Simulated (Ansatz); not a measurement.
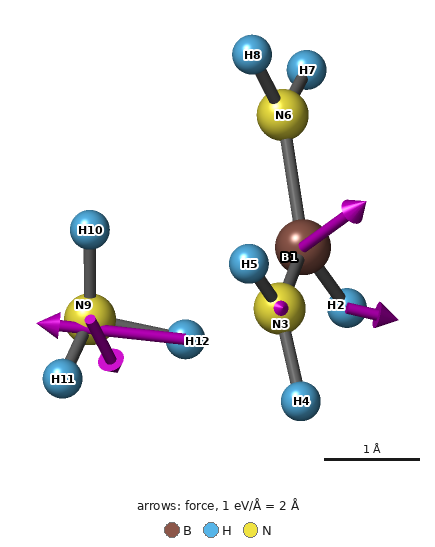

Starting geometry of BN3H8 with the computed forces as purple arrows. A ball-and-stick model, seen from a free direction.

The run prepares an end point of a later path (reaction) calculation, from a guessed geometry.

These are results of RKS PBE-D4/def2-mTZVP in Ansatz, not measurements. (no spin polarisation; force threshold 0.03 eV/Å; at most 50 steps)

What follows when this structure is relaxed?

It isn't relaxed: the largest force vector, on H12, is 0.79 eV/Å. The final displacements follow the starting forces only in part (cosine between the two patterns 0.47). The largest move after the best rigid fit is that of H12, 2.40 Å. By element the largest moves are H 2.40 Å, B 0.78 Å, N 0.77 Å. Near-neighbour distances that change, for instance: N9–H12 1.040 → 1.025 Å, B1–H2 1.197 → 1.207 Å, N3–H5 1.017 → 1.023 Å, B1–N6 1.423 → 1.429 Å. Bond angles that change, for instance: B1–N3–H5 124.5° → 122.3°, H10–N9–H12 104.5° → 106.7°. After 33 accepted moves (37 points after the start) the energy has fallen by 0.322 eV. Largest force component: 0.78 eV/Å at the start, 0.028 eV/Å at the end. The line search rejected the trial steps at points 6, 10, 19, 27 of the run. Cost: 2.5 min on 2 threads of Intel(R) Xeon(R) Processor @ 2.50GHz (Skylake/Cascade Lake), with other jobs on the host, peak memory 0.14 GiB.
